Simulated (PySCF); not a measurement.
# SiH3F (SMILES F[SiH3]) at CCSDT(Q)/STO-3G

What is the energy change on altering one bond length of SiH3F at CCSDT(Q)/STO-3G? The job is set up through a Python script.

Program for the calculation: PySCF 2.14.0.

9 further runs of the same task are left out: 3 that didn't finish, 6 set aside as unsound or not needed.

## Step 1: The structure to begin with

The species is SiH3F (5 atoms), meant as a singlet with charge 0. As SMILES, `F[SiH3]`. The coordinates come from a PBE0-D4/def2-TZVP relaxation.

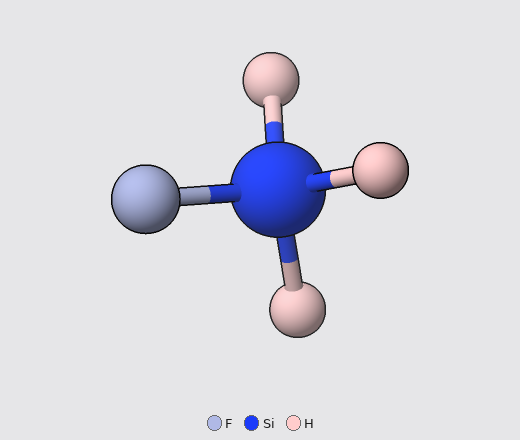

The structure, seen from a chosen angle (fluorine light blue, silicon blue, hydrogen pink).

## Step 2: The energy at CCSDT(Q)/STO-3G

The input, calc.py:

```python
from pyscf import gto, scf, cc

mol = gto.M(
    atom='''
F     -2.408645     0.307647     1.621385
Si     0.081825    -0.036472    -0.058015
H     -0.695041    -0.363961    -2.728198
H      1.452443    -2.301497     0.853400
H      1.663904     2.255199     0.233192
''',
    max_memory=1860,
    unit='bohr',
    verbose=4,
    basis='sto-3g',
)

myscf = scf.RHF(mol)
myscf.conv_tol = 1e-10
myscf.kernel()
if not myscf.converged:
    myscf = myscf.newton().run(myscf.mo_coeff, myscf.mo_occ)

mycc = cc.CCSDT(myscf, frozen=6)
mycc.kernel()
e_bracket, e_q = mycc.ccsdt_q()
etot = mycc.e_tot + e_q
print('E = %.10f Eh' % etot)
```

The run is started by

```bash
$ OMP_NUM_THREADS=1 python calc.py
```

Output:

```text
PySCF version 2.14.0

[INPUT] num. atoms = 5
[INPUT] num. electrons = 26
[INPUT] charge = 0
[INPUT] spin (= nelec alpha-beta = 2S) = 0
[INPUT] symmetry False subgroup None
[INPUT] Mole.unit = bohr
[INPUT] Symbol           X                Y                Z      unit          X                Y                Z       unit  Magmom
[INPUT]  1 F     -1.274600043196   0.162799781408   0.857999992128 AA   -2.408645000000   0.307647000000   1.621385000000 Bohr   0.0
[INPUT]  2 Si     0.043299925284  -0.019300151237  -0.030700215892 AA    0.081825000000  -0.036472000000  -0.058015000000 Bohr   0.0
[INPUT]  3 H     -0.367799857855  -0.192599866864  -1.443700208478 AA   -0.695041000000  -0.363961000000  -2.728198000000 Bohr   0.0
[INPUT]  4 H      0.768599735760  -1.217899763401   0.451599831799 AA    1.452443000000  -2.301497000000   0.853400000000 Bohr   0.0
[INPUT]  5 H      0.880500077959   1.193399916890   0.123399892169 AA    1.663904000000   2.255199000000   0.233192000000 Bohr   0.0

nuclear repulsion = 63.0428063263356
number of shells = 11
number of NR pGTOs = 51
number of NR cGTOs = 17
basis = sto-3g
ecp = {}

******** <class 'pyscf.scf.hf.RHF'> ********
method = RHF
initial guess = minao
damping factor = 0
level_shift factor = 0
DIIS = <class 'pyscf.scf.diis.CDIIS'>
diis_start_cycle = 1
diis_space = 8
diis_damp = 0
SCF conv_tol = 1e-10
SCF conv_tol_grad = None
SCF max_cycles = 50
direct_scf = True
direct_scf_tol = 1e-13
Set gradient conv threshold to 1e-05
Initial guess from minao.
init E= -384.931180209078
  HOMO = -0.376679997477025  LUMO = 0.283843200872421  gap/eV = 17.97375
cycle= 1 E= -385.33416402417  delta_E= -0.403  |g|= 0.306  |ddm|=  2.2
  HOMO = -0.288587488980033  LUMO = 0.460933428135912  gap/eV = 20.39550
cycle= 2 E= -385.383387285469  delta_E= -0.0492  |g|= 0.06  |ddm|= 0.655
  HOMO = -0.378662299788536  LUMO = 0.492633765097695  gap/eV = 23.70917
cycle= 3 E= -385.385185517144  delta_E= -0.0018  |g|= 0.0189  |ddm|= 0.111
  HOMO = -0.382966594958573  LUMO = 0.495405531050686  gap/eV = 23.90172
cycle= 4 E= -385.385470285362  delta_E= -0.000285  |g|= 0.00223  |ddm|= 0.0599
  HOMO = -0.383167768371385  LUMO = 0.495437090180692  gap/eV = 23.90806
cycle= 5 E= -385.385473807127  delta_E= -3.52e-06  |g|= 0.000241  |ddm|= 0.00663
  HOMO = -0.383283911811011  LUMO = 0.495431964620123  gap/eV = 23.91108
cycle= 6 E= -385.385473841164  delta_E= -3.4e-08  |g|= 1.42e-05  |ddm|= 0.000618
  HOMO = -0.383282156346752  LUMO = 0.495431720683882  gap/eV = 23.91102
cycle= 7 E= -385.385473841241  delta_E= -7.71e-11  |g|= 1.16e-06  |ddm|= 2.41e-05
  HOMO = -0.383282456189032  LUMO = 0.495431810831295  gap/eV = 23.91103
Extra cycle  E= -385.385473841241  delta_E= -2.27e-13  |g|= 2.4e-07  |ddm|= 2.29e-06
converged SCF energy = -385.385473841241

******** <class 'pyscf.cc.rccsdt.RCCSDT'> ********
RCCSDT nocc = 7, nmo = 11
Allocating only the i<=j<=k part of the T3 amplitude in memory
frozen orbitals 6
max_cycle = 50
conv_tol = 1e-07
conv_tol_normt = 1e-06
diis with the T3 amplitude
diis_space = 6
diis_start_cycle = 0
diis_start_energy_diff = 1e+09
einsum_backend: numpy
_make_eris_incore_RCCSDT
blksize  7    blksize_oovv  4    blksize_oooo  4    blksize_vvvv  1

WARN: A large `blksize` is being used, which may cause large memory consumption
      for storing contraction intermediates. If memory is sufficient, consider using
      `pyscf.cc.rccsdt_highm.RCCSDT` instead.

Approximate memory usage estimate
    T3 memory                42.0 KB
    R3 memory                42.0 KB
    Symmetrized T3 memory    28.0 KB
    ERIs memory               114 KB
    T1-ERIs memory            114 KB
    Intermediates memory      114 KB
    Block workspace          88.0 KB
    T3 einsum buffer         88.0 KB
Total estimated memory        631 KB
Init t2, MP2 energy = -385.441355002987  E_corr(MP2) -0.055881161746
Init E_corr(RCCSDT) = -0.0558811617461077
cycle =  1  E_corr(RCCSDT) = -0.069668323413  dE = -1.378716166669e-02  norm(d tamps) = 5.54152560e-02
cycle =  2  E_corr(RCCSDT) = -0.076848983217  dE = -7.180659803844e-03  norm(d tamps) = 2.32777056e-02
cycle =  3  E_corr(RCCSDT) = -0.078394186416  dE = -1.545203199826e-03  norm(d tamps) = 1.05816514e-02
cycle =  4  E_corr(RCCSDT) = -0.080341402427  dE = -1.947216010182e-03  norm(d tamps) = 5.56655703e-03
cycle =  5  E_corr(RCCSDT) = -0.080369654025  dE = -2.825159868892e-05  norm(d tamps) = 7.85658450e-04
cycle =  6  E_corr(RCCSDT) = -0.080374579101  dE = -4.925075782536e-06  norm(d tamps) = 3.90452053e-04
cycle =  7  E_corr(RCCSDT) = -0.080373114695  dE =  1.464406142404e-06  norm(d tamps) = 9.82984010e-05
cycle =  8  E_corr(RCCSDT) = -0.080372878297  dE =  2.363977701092e-07  norm(d tamps) = 3.65569144e-05
cycle =  9  E_corr(RCCSDT) = -0.080372480683  dE =  3.976143223561e-07  norm(d tamps) = 1.60475390e-05
cycle = 10  E_corr(RCCSDT) = -0.080372580251  dE = -9.956794311261e-08  norm(d tamps) = 3.65124530e-06
cycle = 11  E_corr(RCCSDT) = -0.080372693992  dE = -1.137415440861e-07  norm(d tamps) = 1.45302728e-06
cycle = 12  E_corr(RCCSDT) = -0.080372762635  dE = -6.864298626730e-08  norm(d tamps) = 6.29876470e-07
RCCSDT converged
E(RCCSDT) = -385.4658466038762   E_corr = -0.08037276263536269
E_corr(same-spin) = -0.00470088288137915
E_corr(oppo-spin) = -0.0756718797539835
_make_eris_incore_RCCSDT
[Q] correction =  1.452884194307e-04    (Q) correction = -5.179068142251e-05
E = -385.4658983946 Eh
```

Run time: 2.2 s. Hardware: 1 thread of Arm Neoverse N1, shared host; peak memory 0.1 GiB.

## Step 3: The distorted shape at the same level

The input, job.py:

```python
from pyscf import gto, scf, cc

system = gto.M(
    atom='''
F     -1.442050    -0.079755     0.827178
Si    -0.124150    -0.261855    -0.061522
H     -0.535250    -0.435155    -1.474522
H      0.601150    -1.460455     0.420778
H      0.880500     1.193400     0.123400
''',
    max_memory=1860,
    basis='sto-3g',
    charge=0,
    verbose=4,
)

myscf = scf.RHF(system)
myscf.conv_tol = 1e-10
myscf.kernel()
if not myscf.converged:
    myscf = myscf.newton().run(myscf.mo_coeff, myscf.mo_occ)

mycc = cc.CCSDT(myscf, frozen=6)
mycc.kernel()
e_bracket, e_q = mycc.ccsdt_q()
e_final = mycc.e_tot + e_q
print('Final energy', e_final)
```

The run is started by

```bash
$ OMP_NUM_THREADS=1 python job.py
```

Output:

```text
PySCF version 2.14.0

[INPUT] num. atoms = 5
[INPUT] num. electrons = 26
[INPUT] charge = 0
[INPUT] spin (= nelec alpha-beta = 2S) = 0
[INPUT] symmetry False subgroup None
[INPUT] Mole.unit = angstrom
[INPUT] Symbol           X                Y                Z      unit          X                Y                Z       unit  Magmom
[INPUT]  1 F     -1.442050000000  -0.079755000000   0.827178000000 AA   -2.725079557929  -0.150715107065   1.563139876265 Bohr   0.0
[INPUT]  2 Si    -0.124150000000  -0.261855000000  -0.061522000000 AA   -0.234609498365  -0.494834234348  -0.116259730635 Bohr   0.0
[INPUT]  3 H     -0.535250000000  -0.435155000000  -1.474522000000 AA   -1.011475908173  -0.822323771735  -2.786442744646 Bohr   0.0
[INPUT]  4 H      0.601150000000  -1.460455000000   0.420778000000 AA    1.136008859782  -2.759859967252   0.795155179242 Bohr   0.0
[INPUT]  5 H      0.880500000000   1.193400000000   0.123400000000 AA    1.663903852680   2.255199157056   0.233192203771 Bohr   0.0

nuclear repulsion = 62.0013592158321
number of shells = 11
number of NR pGTOs = 51
number of NR cGTOs = 17
basis = sto-3g
ecp = {}

******** <class 'pyscf.scf.hf.RHF'> ********
method = RHF
initial guess = minao
damping factor = 0
level_shift factor = 0
DIIS = <class 'pyscf.scf.diis.CDIIS'>
diis_start_cycle = 1
diis_space = 8
diis_damp = 0
SCF conv_tol = 1e-10
SCF conv_tol_grad = None
SCF max_cycles = 50
direct_scf = True
direct_scf_tol = 1e-13
Set gradient conv threshold to 1e-05
Initial guess from minao.
init E= -384.802629695932
  HOMO = -0.326161560701597  LUMO = 0.21715308597169  gap/eV = 14.78434
cycle= 1 E= -385.288112018039  delta_E= -0.485  |g|= 0.31  |ddm|= 2.19
  HOMO = -0.285655213412977  LUMO = 0.346179375653418  gap/eV = 17.19309
cycle= 2 E= -385.338665607613  delta_E= -0.0506  |g|= 0.0643  |ddm|= 0.665
  HOMO = -0.345045954803871  LUMO = 0.369798532967916  gap/eV = 19.45191
cycle= 3 E= -385.340712349066  delta_E= -0.00205  |g|= 0.0198  |ddm|= 0.116
  HOMO = -0.3484456483902  LUMO = 0.37116735547203  gap/eV = 19.58167
cycle= 4 E= -385.341037372732  delta_E= -0.000325  |g|= 0.00257  |ddm|= 0.0627
  HOMO = -0.348397803391804  LUMO = 0.371449424773709  gap/eV = 19.58804
cycle= 5 E= -385.341042604583  delta_E= -5.23e-06  |g|= 0.000319  |ddm|= 0.00793
  HOMO = -0.348491431370795  LUMO = 0.371438234120983  gap/eV = 19.59028
cycle= 6 E= -385.34104267141  delta_E= -6.68e-08  |g|= 2.53e-05  |ddm|= 0.000883
  HOMO = -0.34849196156532  LUMO = 0.371435575358931  gap/eV = 19.59023
cycle= 7 E= -385.341042671775  delta_E= -3.64e-10  |g|= 4.7e-06  |ddm|= 5.67e-05
  HOMO = -0.348492769178309  LUMO = 0.371435670632382  gap/eV = 19.59025
cycle= 8 E= -385.341042671794  delta_E= -1.86e-11  |g|= 1.42e-06  |ddm|= 1.38e-05
  HOMO = -0.348492718722862  LUMO = 0.37143567221369  gap/eV = 19.59025
Extra cycle  E= -385.341042671795  delta_E= -1.59e-12  |g|= 7.05e-07  |ddm|= 3.13e-06
converged SCF energy = -385.341042671795

******** <class 'pyscf.cc.rccsdt.RCCSDT'> ********
RCCSDT nocc = 7, nmo = 11
Allocating only the i<=j<=k part of the T3 amplitude in memory
frozen orbitals 6
max_cycle = 50
conv_tol = 1e-07
conv_tol_normt = 1e-06
diis with the T3 amplitude
diis_space = 6
diis_start_cycle = 0
diis_start_energy_diff = 1e+09
einsum_backend: numpy
_make_eris_incore_RCCSDT
blksize  7    blksize_oovv  4    blksize_oooo  4    blksize_vvvv  1

WARN: A large `blksize` is being used, which may cause large memory consumption
      for storing contraction intermediates. If memory is sufficient, consider using
      `pyscf.cc.rccsdt_highm.RCCSDT` instead.

Approximate memory usage estimate
    T3 memory                42.0 KB
    R3 memory                42.0 KB
    Symmetrized T3 memory    28.0 KB
    ERIs memory               114 KB
    T1-ERIs memory            114 KB
    Intermediates memory      114 KB
    Block workspace          88.0 KB
    T3 einsum buffer         88.0 KB
Total estimated memory        631 KB
Init t2, MP2 energy = -385.403841156912  E_corr(MP2) -0.062798485117
Init E_corr(RCCSDT) = -0.0627984851169342
cycle =  1  E_corr(RCCSDT) = -0.079067694345  dE = -1.626920922776e-02  norm(d tamps) = 6.51988891e-02
cycle =  2  E_corr(RCCSDT) = -0.087878872917  dE = -8.811178572193e-03  norm(d tamps) = 2.89920400e-02
cycle =  3  E_corr(RCCSDT) = -0.089790009397  dE = -1.911136480335e-03  norm(d tamps) = 1.40397509e-02
cycle =  4  E_corr(RCCSDT) = -0.092500691904  dE = -2.710682507238e-03  norm(d tamps) = 7.94977820e-03
cycle =  5  E_corr(RCCSDT) = -0.092540826337  dE = -4.013443260982e-05  norm(d tamps) = 1.31976040e-03
cycle =  6  E_corr(RCCSDT) = -0.092530188329  dE =  1.063800779406e-05  norm(d tamps) = 7.08967221e-04
cycle =  7  E_corr(RCCSDT) = -0.092527384353  dE =  2.803976366317e-06  norm(d tamps) = 2.01056216e-04
cycle =  8  E_corr(RCCSDT) = -0.092526859142  dE =  5.252109040316e-07  norm(d tamps) = 8.54493099e-05
cycle =  9  E_corr(RCCSDT) = -0.092525698444  dE =  1.160698036046e-06  norm(d tamps) = 4.20721738e-05
cycle = 10  E_corr(RCCSDT) = -0.092525653890  dE =  4.455444770068e-08  norm(d tamps) = 1.22808955e-05
cycle = 11  E_corr(RCCSDT) = -0.092525785534  dE = -1.316441177734e-07  norm(d tamps) = 5.10775341e-06
cycle = 12  E_corr(RCCSDT) = -0.092525946158  dE = -1.606240491170e-07  norm(d tamps) = 2.43279645e-06
cycle = 13  E_corr(RCCSDT) = -0.092525999849  dE = -5.369160833990e-08  norm(d tamps) = 1.27609403e-06
cycle = 14  E_corr(RCCSDT) = -0.092526054662  dE = -5.481240211713e-08  norm(d tamps) = 4.92380036e-07
RCCSDT converged
E(RCCSDT) = -385.4335687264568   E_corr = -0.0925260546617005
E_corr(same-spin) = -0.0052447349513009
E_corr(oppo-spin) = -0.0872813197103996
_make_eris_incore_RCCSDT
[Q] correction =  1.898639849252e-04    (Q) correction = -8.235733807181e-05
Final energy -385.43365108379487
```

Wall time 2.2 s (1 thread of Arm Neoverse N1, shared host); peak memory 0.1 GiB.

## Step 4: What came out

At CCSDT(Q)/STO-3G, 6 core orbitals frozen:

| quantity | value |
| --- | --- |
| first shape: total energy | -385.46590 Eh |
| first shape: dipole moment (Hartree–Fock density) | 1.04 D |
| first shape: HOMO energy (Hartree–Fock orbitals) | -10.43 eV |
| first shape: LUMO energy (Hartree–Fock orbitals) | 13.48 eV |
| first shape: HOMO–LUMO gap (Hartree–Fock orbitals) | 23.91 eV |
| first shape: correlation energy (6 core orbitals frozen) | -80.4 mEh |
| first shape: T1 diagnostic | 0.008 |
| distorted shape: total energy | -385.43365 Eh |
| distorted shape: dipole moment (Hartree–Fock density) | 0.97 D |
| distorted shape: HOMO energy (Hartree–Fock orbitals) | -9.48 eV |
| distorted shape: LUMO energy (Hartree–Fock orbitals) | 10.11 eV |
| distorted shape: HOMO–LUMO gap (Hartree–Fock orbitals) | 19.59 eV |
| distorted shape: correlation energy (6 core orbitals frozen) | -92.6 mEh |
| distorted shape: T1 diagnostic | 0.009 |
| energy change with the Si2–H5 bond stretched from 1.482 to 1.778 Å | 0.877 eV |

With the Si2–H5 bond stretched from 1.482 to 1.778 Å the energy rises by 0.88 eV (20.2 kcal/mol). The first shape isn't relaxed at this level, so the change isn't measured from a minimum. The minimal basis adds a large error of its own. Mulliken charges (distorted shape) of the mean-field density run from -0.33 on F1 to +0.81 on Si2; they depend strongly on the basis.
